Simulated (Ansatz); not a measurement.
# GeH4ClOF: geometry relaxation (part 1 of 2)

GeH4ClOF, computed with RKS PBE-D4/def2-SVP (Ansatz 0.2.0).

The input holds or restrains some coordinates. It belongs to a series of runs on one base structure; here: pulled along the bonds that form and break, towards end A. Figures and captions count atoms from 1; the log counts them from 0 in places.

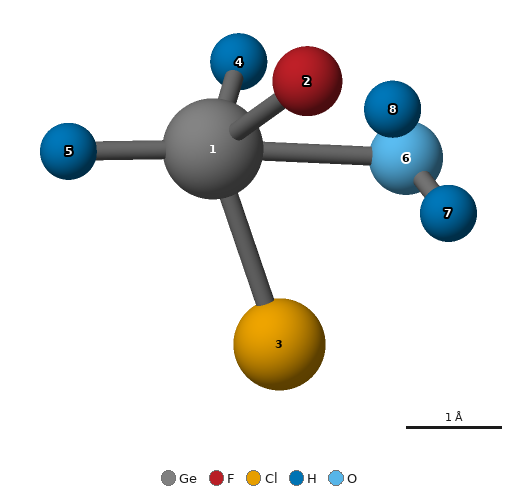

Figure 1. The structure as given in the input (ball-and-stick view, seen at an oblique angle; atoms are numbered from 1 in the order of the input). Sticks mark near contacts. Bond lengths as drawn: Cl–Ge 2.22 Å, F–Ge 2.03 Å, Ge–H 1.55 Å, Ge–O 2.07 Å and H–O 1.01 Å.

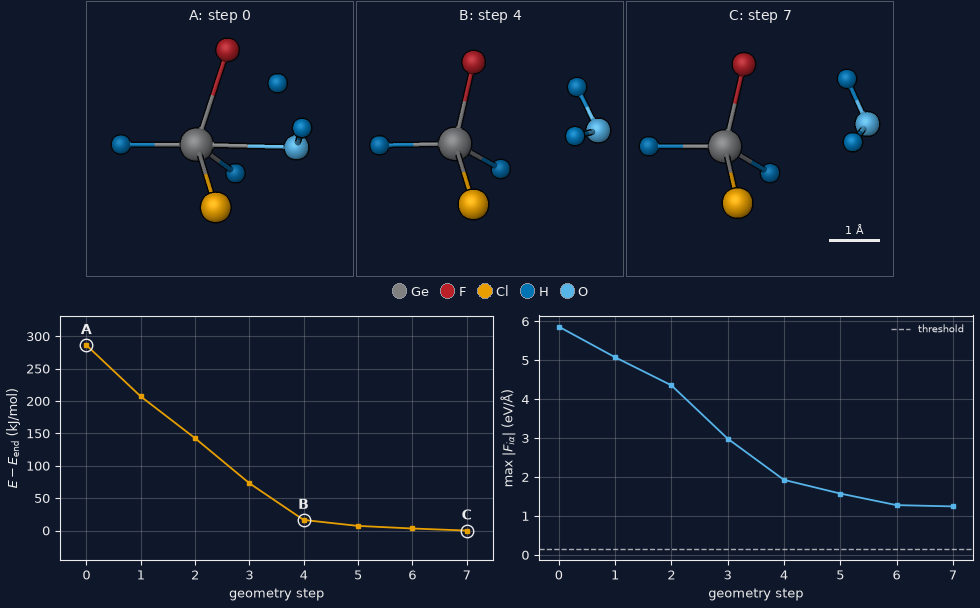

Figure 2. Frames of the restrained relaxation (ball-and-stick view, seen at a tilt) above the curves, on which the letters mark them (the first geometry is step 0 here and step 1 in the log).

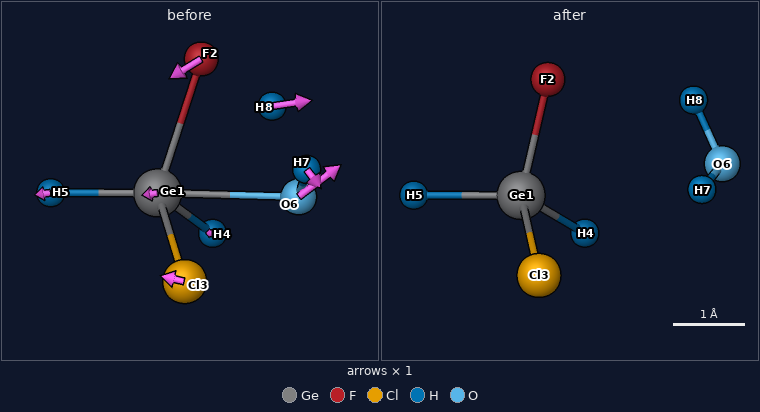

Figure 3. Before (left) and after (right) the restrained relaxation, at one scale (ball-and-stick view, seen at a tilt). The pink arrows give the displacements, at true length. The energy falls by 286.4 kJ/mol in 7 geometry steps. Largest force component: 5.9 eV/Å at the start, 1.2 eV/Å at the end. The atom that moves furthest after the best rigid fit is O6 (0.78 Å). By element the largest moves are O 0.78 Å, H 0.60 Å, F 0.56 Å, Cl 0.37 Å, Ge 0.25 Å. Distances before and after: Ge1–O6 2.070 → 2.970 Å, O6–H8 1.339 → 0.991 Å, Ge1–F2 2.030 → 1.723 Å, Ge1–Cl3 2.220 → 2.181 Å. New bonds form: O6–H8 (1.34 → 0.99 Å). Bonds break: Ge1–O6 (2.07 → 2.97 Å). Among the angles that change: H4–Ge1–H5 109.5° → 116.5°, F2–Ge1–H5 109.5° → 104.5°, Cl3–Ge1–H5 109.5° → 105.6°. (Atoms are counted from 1 in the order of the input.)

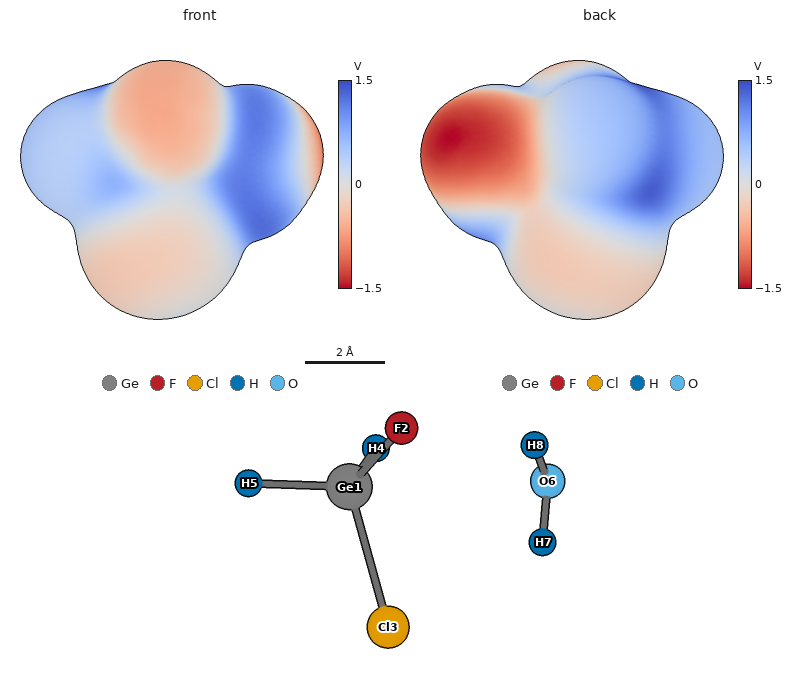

Figure 4. The molecular electrostatic potential painted on the density surface at 0.001 e/bohr³, seen face on and from behind; the colour scale runs from red (negative) to blue (positive). The bare structure is drawn below in the same view.

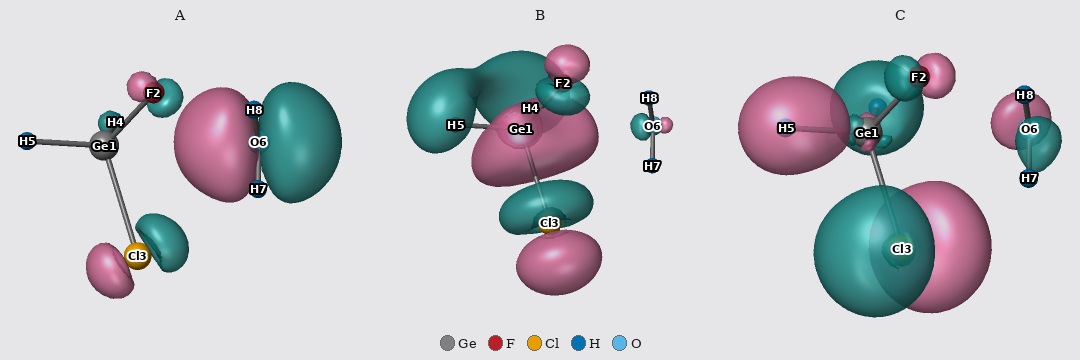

Figure 5. Three frontier orbitals at ±0.1 Å⁻³ᐟ² (teal and pink are the two phases). C is the HOMO−1 (−7.58 eV). A is the HOMO (−6.71 eV). B is the LUMO (−1.21 eV). It lies mainly on Ge1 (40 %), Cl3 (30 %), H4 (10 %) and H5 (10 %). The HOMO–LUMO gap is 5.50 eV between the orbital energies.

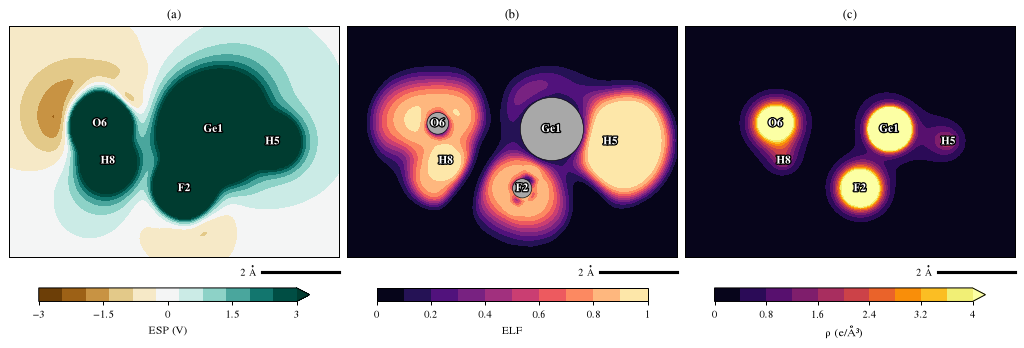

Figure 6. (a) electrostatic potential; (b) electron localisation function; (c) electron density on the plane of atoms F2, Ge1 and H5. Grey discs, where drawn, cover atomic cores. Ge1···O6 (2.97 Å): ρ is about 0.1 e/Å³ halfway; the ELF is only about 0.05 between them.

These pictures come from the run below.

## Input
```yaml
crystal:
  periodic: [false, false, false]
  atoms:
    - { symbol: Ge, position_ang: [0.0, 0.0, 0.0] }
    - { symbol: F, position_ang: [0.0, 0.0, 2.03] }
    - { symbol: Cl, position_ang: [2.0935, 0.0, -0.7393] }
    - { symbol: H, position_ang: [-0.73, 1.2648, -0.5162] }
    - { symbol: H, position_ang: [-0.73, -1.2648, -0.5162] }
    - { symbol: O, position_ang: [1.0856, 1.6372, 0.6527] }
    - { symbol: H, position_ang: [1.8625, 1.3234, 1.2167] }
    - { symbol: H, position_ang: [0.6576, 0.9917, 1.7453] }
basis:
  gaussian: { orbitals: def2-SVP }
hamiltonian:
  xc: pbe
  dispersion: d4
relax:
  f_tol: 0.15
  max_steps: 25
  restrain:
    - { distance: [0, 5], at: 2.97, k: 30.0 }
    - { distance: [7, 1], at: 2.12, k: 30.0 }
    - { distance: [0, 1], at: 1.68, k: 30.0 }
    - { distance: [7, 5], at: 1.01, k: 30.0 }
output:
  orbitals: {}
```

Run as:
```bash
ansatz run input.yaml --threads 2 --pin off --max-ram 3072MiB --backend cpu --events-out ev --progress --plain --runs-dir out
```

## Output
```
The last accepted step is kept in [file] (removed where the run ends without a failure and the disk answers)
Engine: ansatz 0.2.0, x86_64-unknown-linux-gnu
Functional definition: PBE
  parameter kappa = 0.804
  parameter beta = 0.06672455060314922
  exchange = pbe_x(kappa = kappa, mu = beta*pi^2/3)
  correlation = pbe_c(beta = beta)
1069 factors; their error is unknown
mean field evaluation 1: about -73829.0801 eV, gradient 6.1e1 eV
mean field evaluation 2: about -73752.2741 eV, gradient 1.7e2 eV
mean field evaluation 4: about -73835.0858 eV, gradient 1.5e1 eV
mean field evaluation 8: about -73835.5549 eV, gradient 1.2e-1 eV
mean field evaluation 16: about -73835.4914 eV, gradient 2.2e-4 eV
mean field -73835.49143730 eV, -2713.4042628270 hartree, gradient 3.5e-5 eV, S^2 0.000000; 0 other end points of the search recorded, 0 dependent functions left out
the calculation of the forces begins
reference -73835.49146748 eV, -2713.4042639364 hartree; 35, 35 occupied and 63, 63 virtual orbitals, 1069 factors
relax step   1: F+E_penalty+E_count = -73835.65018795 eV  Δ(F+E_penalty+E_count) = +0.000e0 eV  max|allowed force component| = 5.865e0 eV/Å  E_restraint = 27.66886899 eV  max|allowed force component, restraints' pulls added| = 2.773e1 eV/Å  Δτ_max = 0.0000 Å  (28 SCF iters, accepted)
  distance Ge 0 - O 5 = 2.0700 Å
  distance H 7 - F 1 = 1.2235 Å
  distance Ge 0 - F 1 = 2.0300 Å
  distance H 7 - O 5 = 1.3393 Å
these checks for a lower state are left out or cut short: starts, cluster_reference, orbital_swaps, neighbouring_geometries, increment
1069 factors; their error is unknown
mean field -73836.31342066 eV, -2713.4344701585 hartree, gradient 1.5e-5 eV, S^2 0.000000; 0 other end points of the search recorded, 0 dependent functions left out
the calculation of the forces begins
reference -73836.31345062 eV, -2713.4344712596 hartree; 35, 35 occupied and 63, 63 virtual orbitals, 1069 factors
relax step   2: F+E_penalty+E_count = -73836.47068700 eV  Δ(F+E_penalty+E_count) = -8.205e-1 eV  max|allowed force component| = 5.079e0 eV/Å  E_restraint = 13.00757953 eV  max|allowed force component, restraints' pulls added| = 2.059e1 eV/Å  Δτ_max = 0.1948 Å  (33 SCF iters, accepted)
  distance Ge 0 - O 5 = 2.3521 Å
  distance H 7 - F 1 = 1.5011 Å
  distance Ge 0 - F 1 = 1.9494 Å
  distance H 7 - O 5 = 1.1824 Å
these checks for a lower state are left out or cut short: starts, cluster_reference, orbital_swaps, neighbouring_geometries, increment
1069 factors; their error is unknown
mean field evaluation 32: about -73836.9830 eV, gradient 2.2e-5 eV
mean field -73836.98296608 eV, -2713.4590754987 hartree, gradient 5.7e-6 eV, S^2 0.000000; 0 other end points of the search recorded, 0 dependent functions left out
the calculation of the forces begins
reference -73836.98299630 eV, -2713.4590766093 hartree; 35, 35 occupied and 63, 63 virtual orbitals, 1069 factors
relax step   3: F+E_penalty+E_count = -73837.13932212 eV  Δ(F+E_penalty+E_count) = -6.686e-1 eV  max|allowed force component| = 4.358e0 eV/Å  E_restraint = 3.79303795 eV  max|allowed force component, restraints' pulls added| = 9.343e0 eV/Å  Δτ_max = 0.1946 Å  (35 SCF iters, accepted)
  distance Ge 0 - O 5 = 2.5972 Å
  distance H 7 - F 1 = 1.8248 Å
  distance Ge 0 - F 1 = 1.8432 Å
  distance H 7 - O 5 = 1.0212 Å
these checks for a lower state are left out or cut short: starts, cluster_reference, orbital_swaps, neighbouring_geometries, increment
1069 factors; their error is unknown
mean field -73837.70588053 eV, -2713.4856421147 hartree, gradient 6.2e-6 eV, S^2 0.000000; 0 other end points of the search recorded, 0 dependent functions left out
the calculation of the forces begins
reference -73837.70591132 eV, -2713.4856432465 hartree; 35, 35 occupied and 63, 63 virtual orbitals, 1069 factors
relax step   4: F+E_penalty+E_count = -73837.86011613 eV  Δ(F+E_penalty+E_count) = -7.208e-1 eV  max|allowed force component| = 2.989e0 eV/Å  E_restraint = 0.43217716 eV  max|allowed force component, restraints' pulls added| = 3.332e0 eV/Å  Δτ_max = 0.1949 Å  (33 SCF iters, accepted)
  distance Ge 0 - O 5 = 2.8297 Å
  distance H 7 - F 1 = 2.0600 Å
  distance Ge 0 - F 1 = 1.7461 Å
  distance H 7 - O 5 = 0.9760 Å
these checks for a lower state are left out or cut short: starts, cluster_reference, orbital_swaps, neighbouring_geometries, increment
1069 factors; their error is unknown
mean field -73838.29741574 eV, -2713.5073806328 hartree, gradient 7.1e-5 eV, S^2 0.000000; 0 other end points of the search recorded, 0 dependent functions left out
the calculation of the forces begins
reference -73838.29744747 eV, -2713.5073817988 hartree; 35, 35 occupied and 63, 63 virtual orbitals, 1069 factors
```
